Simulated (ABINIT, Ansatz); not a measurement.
# TaAl (Pm-3m): from the cell to the phonon bands, part 3 of 3

Aim: the phonon dispersion of TaAl (Pm-3m), checked by a second program.

ABINIT 10.8.3; DFT PBEsol, scalar-relativistic, plane waves, PseudoDojo norm-conserving pseudopotentials.

So far. Step 4 (Zone-centre response): The acoustic modes at Γ come out as far as 4.3 cm⁻¹ from zero, where they should vanish, a small numerical error. Step 6 (Dispersion): The path dips to 130i cm⁻¹. The relaxed cell has a = 3.196 Å (conventional setting).

The structure was built from a prototype and need not be the compound's stable phase.

### 7. Sums over the zone

Sums over the zone need many more wavevectors than were solved, so the interpolation is sampled on a dense mesh.

Contents of anaddb.abi:

```
ddb_filepath "all_DDB"
output_file "anaddb.abo"
outdata_prefix "anaddb"
ifcflag 1
ngqpt 4 4 4
nqshft 1
q1shft 0.0 0.0 0.0
asr 1
chneut 0
dipdip 0
dipquad 0
quadquad 0
prtdos 2
ng2qpt 14 14 14
dosdeltae 4.5563e-06
ntemper 11
temperinc 100.0
tempermin 0.0
```

On the command line:

```console
$ OMP_NUM_THREADS=1 anaddb anaddb.abi > anaddb.log
```

Numbers of over 12 decimals in the logs are rounded to 6 here.

anaddb.abo, the main output file:

```text
[banners, grids, parts of the stress and lines that vanish by symmetry left out]
-outvars_anaddb: echo values of input variables ----------------------

 Flags :
     ifcflag         1
 Miscellaneous information :
         asr         1
      chneut         0
 Interatomic Force Constants Inputs :
      dipdip         0
     dipquad         0
    quadquad         0
      ifcana         0
      ifcout         0
 Description of grid 1 :
        brav         1
       ngqpt         4         4         4
      nqshft         1
      q1shft
                     0.00000000E+00  0.00000000E+00  0.00000000E+00
 Phonon DOS information :
   dosdeltae  4.55630000E-06
    dossmear  4.55633525E-06
 Description of grid 2 (Fourier interp. or BZ sampling):
      ng2qpt        14        14        14
      ngrids         4
      q2shft         0.00000000E+00  0.00000000E+00  0.00000000E+00

================================================================================

 read the DDB information and perform some checks

  ==== Info on the Cryst% object ====
 Real(R)+Recip(G) space primitive vectors, cartesian coordinates (Bohr,Bohr^-1):
 R(1)=  6.0396981  0.0000000  0.0000000  G(1)=  0.1655712  0.0000000  0.0000000
 R(2)=  0.0000000  6.0396981  0.0000000  G(2)=  0.0000000  0.1655712  0.0000000
 R(3)=  0.0000000  0.0000000  6.0396981  G(3)=  0.0000000  0.0000000  0.1655712
 Unit cell volume ucvol=  2.2031582E+02 bohr^3
 Angles (23,13,12)=  9.00000000E+01  9.00000000E+01  9.00000000E+01 degrees
 Time-reversal symmetry is present
 Reduced atomic positions [iatom, xred, symbol]:
    1)    0.0000000  0.0000000  0.0000000  Al
    2)    0.5000000  0.5000000  0.5000000  Ta

 DDB file with 10 blocks has been read.

================================================================================

 Calculation of the interatomic forces

       Homogeneous q point set in the B.Z.
 Grid q points  :       64
  1)   0.00000000E+00  0.00000000E+00  0.00000000E+00
  2)   2.50000000E-01  0.00000000E+00  0.00000000E+00
  3)   5.00000000E-01  0.00000000E+00  0.00000000E+00
  4)  -2.50000000E-01  0.00000000E+00  0.00000000E+00
  5)   0.00000000E+00  2.50000000E-01  0.00000000E+00
  6)   2.50000000E-01  2.50000000E-01  0.00000000E+00
  7)   5.00000000E-01  2.50000000E-01  0.00000000E+00
  8)  -2.50000000E-01  2.50000000E-01  0.00000000E+00
  9)   0.00000000E+00  5.00000000E-01  0.00000000E+00
 10)   2.50000000E-01  5.00000000E-01  0.00000000E+00
 11)   5.00000000E-01  5.00000000E-01  0.00000000E+00
 12)  -2.50000000E-01  5.00000000E-01  0.00000000E+00
 13)   0.00000000E+00 -2.50000000E-01  0.00000000E+00
 14)   2.50000000E-01 -2.50000000E-01  0.00000000E+00
[...]
58)   2.50000000E-01  5.00000000E-01 -2.50000000E-01
 59)   5.00000000E-01  5.00000000E-01 -2.50000000E-01
 60)  -2.50000000E-01  5.00000000E-01 -2.50000000E-01
 61)   0.00000000E+00 -2.50000000E-01 -2.50000000E-01
 62)   2.50000000E-01 -2.50000000E-01 -2.50000000E-01
 63)   5.00000000E-01 -2.50000000E-01 -2.50000000E-01
 64)  -2.50000000E-01 -2.50000000E-01 -2.50000000E-01

 The interatomic forces have been obtained

================================================================================

 Calculation of phonon density of states

 Average speed of sound partial sums:     0.1655366501E-03 (at units)
-                                   =           0.3621 [km/s]

 Debye frequency from partial sums:     0.1068306636E-03 (Ha)
-                                 =     0.7029119996E+00 (THz)
-Debye temperature from partial sums:     0.3373445545E+02 (K)

 Average speed of sound:     0.6072279412E-04 (at units)
-                      =           0.1328 [km/s]

 Debye frequency from DOS:     0.3918803715E-04 (Ha)
-                        =     0.2578448979E+00 (THz)
-Debye temperature from DOS:     0.1237460340E+02 (K)

-
```

Wall time 0.68 s (1 thread of AMD EPYC 9R45, shared host).

Numbers from this step:

| Property | Result |
| --- | --- |
| share of modes beyond 3i cm⁻¹ on the dense interpolated mesh | 0.2134 |

The phonon density of states has structure finer than the step of the table below, so its rows give means over 50 cm⁻¹, whole bins alone (the curve runs from -160 to 335 cm⁻¹). Peaks (cm⁻¹: height): -91.3: 0.0216, 109.7: 0.0427, 268.7: 0.0772, 298.7: 0.0944.

Tetrahedra. Phonon density of states against wavenumber; means over each step:

```csv
wavenumber (cm⁻¹),phonon density of states (1/cm⁻¹/cell)
-100,0.0145
-50,0.00865
0,0.00505
50,0.00803
100,0.0218
150,0.00175
200,0
250,0.0176
300,0.0421
```

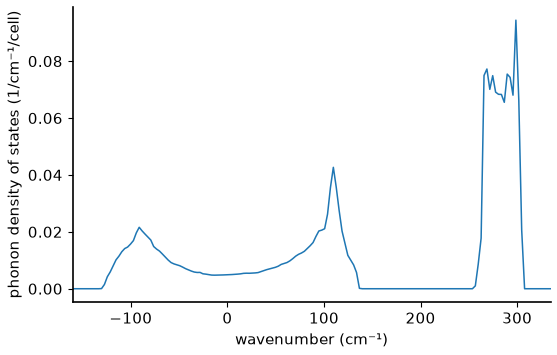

Phonon density of states, plotted against wavenumber.

### 8. A second program

A second program on the same cell, potentials, cutoff and meshes tests the implementation of the phonon response, not its convergence.

This step: DFT PBEsol, scalar-relativistic, plane waves, PseudoDojo norm-conserving pseudopotentials (Ansatz 0.2.0).

Contents of input.yaml:

```yaml
crystal:
  lattice:
    - [3.1960705835, 0.0, 0.0]
    - [0.0, 3.1960705835, 0.0]
    - [0.0, 0.0, 3.1960705835]
  atoms:
    - { symbol: Al, position: [0.0, 0.0, 0.0] }
    - { symbol: Ta, position: [0.5, 0.5, 0.5] }
kpoints:
  mp_grid: { grid: [8, 8, 8] }
hamiltonian:
  xc: pbesol
  pseudopotentials: { kind: nc, accuracy: standard }
scf:
  occupations: { method: methfessel_paxton, width: 0.27211 }
output:
  eigenvalues: true
basis:
  ecutwfc: 680.285
phonons:
  method: dfpt
  qmesh: [4, 4, 4]
  temperatures: { t_max: 1000, t_step: 50 }
  qpath:
    path:
      - [[0.0, 0.0, 0.0], [0.0, 0.5, 0.0], [0.5, 0.5, 0.0], [0.0, 0.0, 0.0], [0.5, 0.5, 0.5], [0.0, 0.5, 0.0]]
      - [[0.5, 0.5, 0.5], [0.5, 0.5, 0.0]]
    npoints: 10
```

On the command line:

```console
$ ansatz run input.yaml --threads 4 --pin off --max-ram 8192MiB --backend cpu --events-out ev --progress --plain --runs-dir out
```

What it wrote:

```text
Warning: basis.ecutwfc = 680.285 eV is below the records' recommended 789.130201 eV, and the density's cutoff is lower with it unless basis.ecutrho_ratio is high enough to keep the records' density cutoff: compare with a run at a higher cutoff
Engine: ansatz 0.2.0, x86_64-unknown-linux-gnu
Pseudopotentials: kind: nc
Pseudopotential: Al, nc, valence charge 3, recommended cutoff 544.227725 eV (normal), Al.nc.azcp (PseudoDojo's, or run here from an input of PseudoDojo's; its table is named by hamiltonian.pseudopotentials.accuracy)
Pseudopotential: Ta, nc, valence charge 13, recommended cutoff 789.130201 eV (normal), Ta.nc.azcp (PseudoDojo's, or run here from an input of PseudoDojo's; its table is named by hamiltonian.pseudopotentials.accuracy)
Functional definition: PBEsol
  exchange = pbesol_x
  correlation = pbesol_c
Crystal: 2 atoms, lattice volume = 32.647 Å³
Basis set: ecut = 680.285 eV, 1357 PW (Γ), exchange–correlation on 60×60×60 points (8 copies of the dense FFT grid, shifted against one another)
Bands: 12, of which v1, the nominal top of the filled ones, is band 8 counted from 1 (7 counted from 0)
Symmetry: 48 space group operations
k-points: 35 of 512
Non-local potential: Al, projectors of the file, l = 0: 2, l = 1: 2, l = 2: 2
Non-local potential: Ta, projectors of the file, l = 0: 2, l = 1: 2, l = 2: 2, l = 3: 2
Initial density: superposition of atomic densities (chi_scale 0.1, normalization cell, long waves kept (reshape's long-wave potential 0.00 eV rms))
Initial wavefunctions: pseudopotential atomic-orbital guess
Functional: x = pbesol(κ = 0.804, μ = 0.123457), c = pbesol(β = 0.046)
SCF iter   1: F=—  HF=-1834.050719 eV  |F-HF|=—  |Δ(HF+E_count)|=         —  Δρ=3.46e-2  dr2=4.22e-1  ethr=3.10e-3  ⟨swp⟩=5.0  Hψ=2552  notcnv=0
preconditioner: auto → none  [metal: Δε(μ)=0.070 eV  Ē_g=6.628 eV  σ=0.272 eV  W_gap=0.21  n_scr=6 (ndim 8)  ℏωp=18.4 eV  f_vac=0.000  D(μ)=2.61/eV (n_scr^D=26)  sad-step TF]
SCF iter   2: F=—  HF=-1833.945005 eV  |F-HF|=—  |Δ(HF+E_count)|=   1.06e-1  S|Δr|=    0.00e0  Δρ=2.02e-2  dr2=1.34e-1  ethr=2.64e-3  ⟨swp⟩=1.0  Hψ=700  notcnv=0
SCF iter   3: F=—  HF=-1833.897251 eV  |F-HF|=—  |Δ(HF+E_count)|=   4.78e-2  S|Δr|=    0.00e0  Δρ=4.80e-3  dr2=1.39e-2  ethr=8.37e-4  ⟨swp⟩=2.0  Hψ=565  notcnv=0
SCF iter   4: F=—  HF=-1833.892517 eV  |F-HF|=—  |Δ(HF+E_count)|=   4.73e-3  S|Δr|=    0.00e0  Δρ=7.18e-4  dr2=5.19e-5  ethr=8.67e-5  ⟨swp⟩=2.6  Hψ=666  notcnv=0
SCF iter   5: F=—  HF=-1833.892496 eV  |F-HF|=—  |Δ(HF+E_count)|=   2.08e-5  S|Δr|=    0.00e0  Δρ=1.83e-4  dr2=2.57e-6  ethr=3.25e-7  ⟨swp⟩=2.5  Hψ=707  notcnv=0
SCF iter   6: F=—  HF=-1833.892498 eV  |F-HF|=—  |Δ(HF+E_count)|=   1.67e-6  S|Δr|=    0.00e0  Δρ=1.52e-5  dr2=3.85e-8  ethr=1.61e-8  ⟨swp⟩=1.7  Hψ=540  notcnv=0
SCF iter   7: F=—  HF=-1833.892498 eV  |F-HF|=—  |Δ(HF+E_count)|=   7.18e-7  S|Δr|=    0.00e0  Δρ=2.02e-6  dr2=5.32e-10  ethr=2.41e-10  ⟨swp⟩=2.1  Hψ=710  notcnv=0  defer=1
SCF iter   8: F=—  HF=-1833.892498 eV  |F-HF|=—  |Δ(HF+E_count)|=  9.53e-11  S|Δr|=    0.00e0  Δρ=5.06e-7  dr2=3.20e-11  ethr=3.32e-12  ⟨swp⟩=2.6  Hψ=732  notcnv=0  defer=1
SCF iter   9: F=-1833.892498 eV  HF=-1833.892498 eV  |F-HF|=4.55e-13  |Δ(HF+E_count)|=  1.66e-11  S|Δr|=    0.00e0  Δρ=6.15e-8  dr2=5.82e-13  ethr=1.00e-12  ⟨swp⟩=7.4  Hψ=2538  notcnv=0
SCF 1 converged in 9 iterations: F = -1833.892498 eV  dr2 = 5.82e-13
Initial density: read from a saved state, or passed on in memory by an earlier SCF of this step, an earlier step, the calling program or the single point that the run made first
iter 1 solved again at ethr=7.30e-9 eV; its pass at ethr=3.10e-3 eV (dr2=1.17e-6 eV) is discarded
SCF iter   1: F=—  HF=-1833.892498 eV  |F-HF|=—  |Δ(HF+E_count)|=         —  Δρ=1.41e-7  dr2=4.75e-12  ethr=7.30e-9  ⟨swp⟩=4.3  Hψ=4348  notcnv=0
eigensolver tolerance schedule: the retry pair's looser diagonalisation over-reported the residual by 245721.10 of it (diagonalisation noise at 1.37 of the residual, at the tolerance the schedule requests for it); recorded, not acted on — ethr = c·dr2/N_el stays at c = 1.0e-1
preconditioner: auto → none  [metal: Δε(μ)=0.008 eV  Ē_g=6.467 eV  σ=0.272 eV  W_gap=0.03  n_scr=6 (ndim 8)  ℏωp=18.4 eV  f_vac=0.000  D(μ)=2.64/eV (n_scr^D=26)]
SCF iter   2: F=-1833.892498 eV  HF=-1833.892498 eV  |F-HF|=6.37e-12  |Δ(HF+E_count)|=   3.76e-7  S|Δr|=    0.00e0  Δρ=1.08e-7  dr2=7.36e-12  ethr=1.00e-12  ⟨swp⟩=6.8  Hψ=2067  notcnv=0
SCF 2 converged in 2 iterations: F = -1833.892498 eV  dr2 = 7.36e-12
phonons: the bands overlap, so this run is a metal and interpolates without the dipole-dipole term. If the crystal is really an insulator or semiconductor, its LO-TO splitting is missing
NSCF: frozen V_eff on 35 k-points
WARN: eigensolver did not converge in 5 slots of this pass, the one above among them; of largest residual over every band (k=17): 1 band(s) unlocked (lowest unlocked band 11, counted from 0; max residual 3.58e-5 eV among the unlocked bands, 3.58e-5 eV over every band); of lowest unlocked band (k=7): band 11
NSCF: frozen V_eff on 75 k-points
DFPT response loops at q = (0, 0, 0) (fractional): preconditioner auto → Kerker (q_TF=auto, 2.423 Å⁻¹) (partly filled bands, converged f_vac=0.000); β = 1.00, the filter's whole step (`scf.mixing.beta` (0.50) is not read by the response loops under this deck's `scf.mixing.preconditioner`; to damp them name `kerker` or `kerker_dos`, under which they read `scf.mixing.beta`, and type it under 1.00, their step now; both keys bind the ground state too); Broyden in place of MSR1
NSCF: frozen V_eff on 400 k-points
DFPT response loops at q = (0, 0, 0.25) (fractional): mixed as the last ones told, above
NSCF: frozen V_eff on 250 k-points
DFPT response loops at q = (0, 0, -0.5) (fractional): mixed as the last ones told, above
NSCF: frozen V_eff on 640 k-points
DFPT response loops at q = (0, 0.25, 0.25) (fractional): mixed as the last ones told, above
NSCF: frozen V_eff on 400 k-points
DFPT response loops at q = (0, 0.25, -0.5) (fractional): mixed as the last ones told, above
NSCF: frozen V_eff on 250 k-points
DFPT response loops at q = (0, -0.5, -0.5) (fractional): mixed as the last ones told, above
NSCF: frozen V_eff on 576 k-points
DFPT response loops at q = (0.25, 0.25, 0.25) (fractional): mixed as the last ones told, above
NSCF: frozen V_eff on 640 k-points
DFPT response loops at q = (0.25, 0.25, -0.5) (fractional): mixed as the last ones told, above
NSCF: frozen V_eff on 400 k-points
DFPT response loops at q = (0.25, -0.5, -0.5) (fractional): mixed as the last ones told, above
NSCF: frozen V_eff on 150 k-points
DFPT response loops at q = (-0.5, -0.5, -0.5) (fractional): mixed as the last ones told, above
SCF converged after 9 iterations
Stability not checked: this state was not tested for a lower state beside it, because cold or Methfessel-Paxton smearing, or corrected tetrahedra, fill the levels in a way that the test cannot read (fill_not_monotonic; see scf.lower_state_search)
Free energy (F): -1833.892498 eV
Harris-Foulkes:  -1833.892498 eV  (|F-HF|=4.55e-13)
Internal energy: -1833.876194 eV  (E = F + TS)
E sigma→0 (E₀):  -1833.888422 eV
Entropy (-TS):   -0.016304 eV (-8.152 meV/atom)
Fermi energy:    14.403977 eV
--- Per-component energies (eV) ---
  E_band       = -137.749839
  E_kinetic    = 492.059979
  E_local      = -1047.130745  (includes V_loc(G=0)·N_el)
  E_nonlocal   = 135.175165
  E_hartree    = 294.996889
  E_xc         = -430.361453
  E_vxc        = -307.848036  (∫ρ·V_xc dr)
  E_ewald      = -1278.616029
  E_smearing   = -0.016304  (= −TS)
  E_closure    = -0.000000  (closes the sum)
  Σ components = -1833.892498   (vs F -1833.892498, Δ=0.00e0)
--- Band table (eV; the first three rows and the last of 35) ---
  k-point 0: bands = [... 4 lower, 4.2319, 11.7646, 11.7646, 17.0289, 17.0289, 17.0289, 18.6525, 18.6525]
  k-point 1: bands = [... 4 lower, 4.5236, 11.7502, 11.8977, 16.1486, 16.1486, 17.0933, 17.9371, 19.6678]
  k-point 2: bands = [... 4 lower, 5.3551, 11.2625, 12.2542, 15.0404, 15.0404, 17.2551, 17.4406, 21.2046]
  k-point 34: bands = [... 4 lower, 10.1305, 10.1305, 10.1305, 14.5244, 17.7099, 17.7099, 17.7099, 19.3297]
--- Phonons (Γ-DFPT): 2 representative perturbations + reference (Σ response iterations 5) ---
  ASR residual: 1.721e-4 → 0.000e0 eV/Å²; symmetrization residual: 1.988e-6 eV/Å²
  ASR residual per site (eV/Å²): 2.54e-6 1.72e-4
  Γ frequencies (cm⁻¹): 0.00 0.00 0.00 295.32 295.32 295.32
--- Phonons (arbitrary-q DFPT): 10 irreducible q on the 4×4×4 mesh ---
  q = [0.0000, 0.0000, 0.0000] (star 1, of the zone-centre solve; hermiticity 5.28e-7, symmetrization 1.06e-14): -0.00 -0.00 0.00 295.32 295.32 295.32
  q = [0.0000, 0.0000, 0.2500] (star 6, 4 solved perturbations in 640 linear systems a pass and spin channel, the states on 200 of 512 k-point pairs; hermiticity 2.28e-6, symmetrization 1.15e-14, the responses' own estimated error 2.1e-4 eV/Å²): -33.35 59.67 59.67 284.31 284.31 288.22
  q = [0.0000, 0.0000, -0.5000] (star 3, 4 solved perturbations in 400 linear systems a pass and spin channel, the states on 125 of 512 k-point pairs; hermiticity 5.92e-14, symmetrization 7.44e-14, the responses' own estimated error 2.1e-4 eV/Å²): 84.92 108.62 108.62 263.45 263.45 266.31
  q = [0.0000, 0.2500, 0.2500] (star 12, 4 solved perturbations in 1000 linear systems a pass and spin channel, the states on 320 of 512 k-point pairs; hermiticity 1.46e-6, symmetrization 4.51e-14, the responses' own estimated error 2.1e-4 eV/Å²): -112.99 87.53 113.23 262.05 283.60 305.44
  q = [0.0000, 0.2500, -0.5000] (star 12, 6 solved perturbations on 200 of 512 k-point pairs; hermiticity 1.40e-6, symmetrization 7.92e-15, the responses' own estimated error 1.9e-4 eV/Å²): -77.03 -54.23 125.44 274.33 286.34 293.98
  q = [0.0000, -0.5000, -0.5000] (star 3, 4 solved perturbations in 400 linear systems a pass and spin channel, the states on 125 of 512 k-point pairs; hermiticity 9.83e-7, symmetrization 8.30e-14, the responses' own estimated error 8.7e-5 eV/Å²): -130.27 -130.27 136.15 283.86 304.03 304.03
  q = [0.2500, 0.2500, 0.2500] (star 8, 2 solved perturbations on 288 of 512 k-point pairs; hermiticity 1.17e-6, symmetrization 8.30e-14, the responses' own estimated error 1.8e-4 eV/Å²): -54.87 -54.87 98.91 281.08 289.95 289.95
  q = [0.2500, 0.2500, -0.5000] (star 12, 4 solved perturbations in 1000 linear systems a pass and spin channel, the states on 320 of 512 k-point pairs; hermiticity 6.48e-7, symmetrization 4.85e-14, the responses' own estimated error 8.0e-5 eV/Å²): -65.06 -46.78 107.21 264.95 292.42 297.28
  q = [0.2500, -0.5000, -0.5000] (star 6, 4 solved perturbations in 640 linear systems a pass and spin channel, the states on 200 of 512 k-point pairs; hermiticity 1.60e-7, symmetrization 9.75e-14, the responses' own estimated error 2.0e-4 eV/Å²): -69.41 -69.41 116.57 267.64 281.38 281.38
  q = [-0.5000, -0.5000, -0.5000] (star 1, 2 solved perturbations on 75 of 512 k-point pairs; hermiticity 1.63e-13, symmetrization 5.08e-13, the responses' own estimated error 6.8e-5 eV/Å²): 96.41 96.41 96.41 257.50 257.50 257.50
  sum rule: each row above includes the acoustic sum rule's correction from the zone centre's row sums; it moved no ω² by more than (0.51 cm⁻¹)²
  mesh force constants: q→R imaginary residual 5.63e-18; ASR residual 1.721e-4 → 0.000e0 eV/Å²; symmetrization residual 8.882e-15 eV/Å²
  interpolated dispersion: 62 rows × 6 modes
  density of states and harmonic sums: on the 20×20×20 q-mesh, interpolated from the force constants of a 4×4×4 supercell (no non-analytic term)
  largest difference from the sums on the solved wave vectors: F 7.72e-2 eV, S 1.03e-4 and C_V 2.60e-5 eV/K
  zero-point energy: 0.062121 eV/cell   skipped modes (ω ≤ 0): 362, of them read as no rigid motion or as one in doubt: 359 (1.307e0 modes/cell left out, lowest -130.27 cm⁻¹)   left out of the sums: 2.18e-1 of the cell's modes: C_V's classical limit lies that fraction below 3 k_B per atom; for a crystal, a wire or a layer, F and S can be off by more, and a phonons.interpolated_qmesh denser along its periods is the remedy for the sampling
```

The job ended after 26 s (4 threads; peak memory 1 GiB; 100 s of CPU time).

This step gave:

```
sum-rule residual before enforcement                               : 1.72e-4 eV/Å²
share of modes beyond 3i cm⁻¹ on the dense interpolated mesh       : 0.2158
lowest mode on the q mesh (acoustic ones at the zone centre apart) : -130.3 cm⁻¹
```

### 9. The two compared: ABINIT PseudoDojo and Ansatz, PseudoDojo

Worked out from the results:

| Quantity | Value |
| --- | --- |
| root-mean-square difference | 0.08 cm⁻¹ |
| largest difference | 0.27 cm⁻¹ |
| root-mean-square difference on the path | 0 cm⁻¹ |
| largest difference on the path | 0.1 cm⁻¹ |

The 12 of 57 modes that differ most. Frequencies side by side:

```csv
q (reciprocal lattice),mode,ABINIT PseudoDojo (cm⁻¹),"Ansatz, PseudoDojo (cm⁻¹)"
0.25 0 0,1,-33.08,-33.35
0.25 0 0,2,59.8,59.67
0.25 0 0,3,59.8,59.67
0.5 0 0,1,85.03,84.92
0.5 0.25 0,1,-76.92,-77.03
0.5 0.25 0,2,-54.12,-54.23
0.25 0.25 0.25,1,-54.69,-54.87
0.25 0.25 0.25,2,-54.69,-54.87
0.5 0.25 0.25,1,-64.92,-65.06
0.5 0.25 0.25,2,-46.66,-46.78
0.5 0.5 0.25,1,-69.28,-69.41
0.5 0.5 0.25,2,-69.28,-69.41
```

The interpolated bands of the two lie on top of each other.

At the solved wavevectors the largest difference (acoustic modes at Γ apart) is 0.09 % of the highest mode.

### 10. Summary of results

```yaml
space_group_after_relaxation: Pm-3m
volume_per_atom: 16.3 Å³
highest_optical_zone_centre_mode_no_lo_to_term: 295.3 cm⁻¹
q_mesh: 4×4×4
lowest_mode_on_the_q_mesh_acoustic_ones_at_the_zone_centre_apart: -130.2 cm⁻¹
imaginary_modes_on_the_q_mesh: yes
largest_difference_from_ansatz_pseudodojo: 0.27 cm⁻¹
```

TaAl (Pm-3m) is unstable: a mode solved on the 4×4×4 mesh is imaginary, 130i cm⁻¹; its spectrum reaches 306 cm⁻¹. At the PBEsol level the optical modes of TaAl (Pm-3m) at the zone centre lie at 295 cm⁻¹. The base run prints -0.31 GPa, mostly the error of a finite basis; the relaxation, with a smoothed and higher cutoff, had brought the cell to rest. The most unstable solved mode lies at q = (0.5, 0.5, 0), on the zone boundary, so the distortion that it points to doubles the cell. ABINIT PseudoDojo and Ansatz, PseudoDojo agree to 0.27 cm⁻¹ (0.09 % of the highest mode compared) on all solved modes but the acoustic ones at Γ, without the LO-TO term. These are harmonic frequencies at zero temperature: anharmonic shifts and linewidths and thermal expansion are left out. Spin-orbit coupling is left out, which can matter for the heavy elements here. In a metal the frequencies hang on the k mesh and the smearing, most of all near Kohn anomalies. Ansatz warns that the cutoff lies 14 % under the one recommended for these files; agreement at one cutoff is not convergence. The structure is a hypothetical one, built on a prototype.

[Host names and launcher messages were left out of these logs when they were recorded.]

[Logs are printed without paths, hosts, clocks, repeated set-up lines and the standing remarks that a program may print on its own settings, such as how far it seeks lower states.]

[Hosts, paths, dates, database ids (printed as entryN), source tags and the programs' standing remarks are cut or masked in the printed files.]
